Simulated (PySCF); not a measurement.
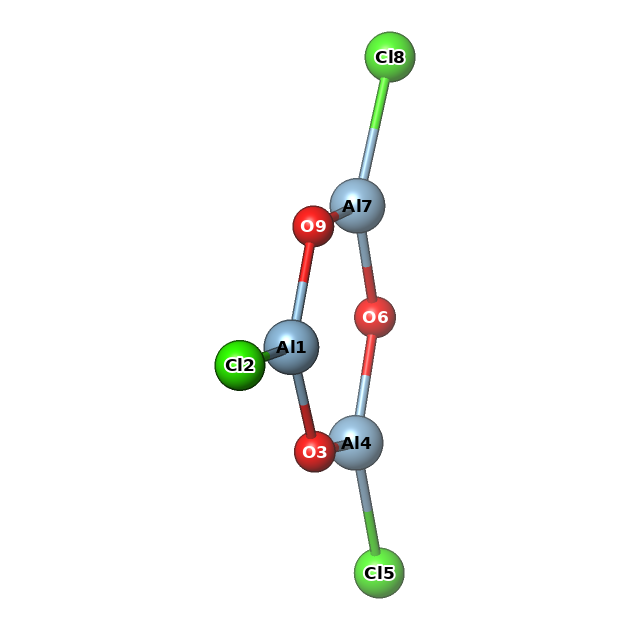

Al4 lies behind O3. The molecule seen a little off the O3–Al4 bond, O3 in front. Atoms fade into the background with distance from the viewer. Computed geometry: PBE0-D3(BJ)/def2-SVP optimisation. No frequency run is at hand to confirm it as a minimum.

### What is the torsion angle Al1–O3–Al4–Cl5? The sign is positive where the front bond must turn clockwise to cover the back bond.

−178°, antiperiplanar (anti).
